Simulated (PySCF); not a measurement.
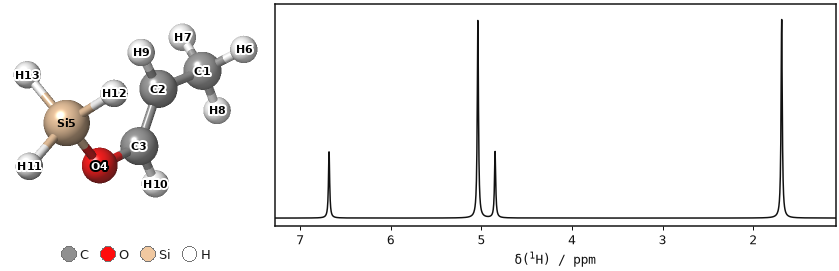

Spectrum and numbered structure of C₃H₈OSi, SMILES C/C=C/O[SiH3]. GIAO shifts, KT2/pcSseg-2 in PySCF 2.14.0, at a PBE0-D3(BJ)/def2-SVP geometry (no frequency check), against TMS for ¹H computed at the same level. Gas phase, fully decoupled, line heights follow the number of nuclei, widths are arbitrary (no quadrupolar broadening); values of one conformer, averaged over methyl-type rotors and exact or near symmetry; other conformers aren't averaged in.

**Which ¹H nuclei are the least shielded, and which the most?**

Least shielded: H10 at 6.68 ppm. Most shielded: H6, H7 and H8 at 1.69 ppm.
